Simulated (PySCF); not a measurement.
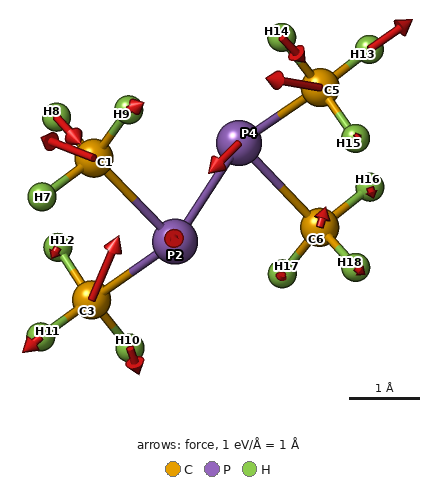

Starting geometry of C$_{4}$H$_{12}$P$_{2}$ with the computed forces as red arrows. The picture is a ball-and-stick view, seen from a free direction.

The start comes from GFN2-xTB. Its atoms were then displaced at random by about 0.01 Å.

Level of theory: PBE0-D3(BJ)/def2-TZVP geometry optimisation, gas phase (PySCF 2.14.0, density-fitted response routines). 

What follows when this structure is relaxed?

It isn't relaxed: the largest force vector, on C1, is 1.20 eV/Å. The final displacements have little in common with the starting forces (cosine between the two patterns 0.28). The energy falls by 0.077 eV in 7 geometry steps. The atom that moves furthest after the best rigid fit is H12 (0.085 Å). By element the largest moves are H 0.085 Å, P 0.035 Å, C 0.032 Å. Among the contacts that change: C1–H8 1.121 → 1.093 Å, P2–P4 2.236 → 2.209 Å, P2–C3 1.868 → 1.845 Å, C5–H13 1.071 → 1.093 Å. Among the angles between lasting bonds that change: P2–C1–H9 112.6° → 109.8°, H10–C3–H11 110.2° → 107.6°, P2–C1–H8 110.4° → 112.5°.
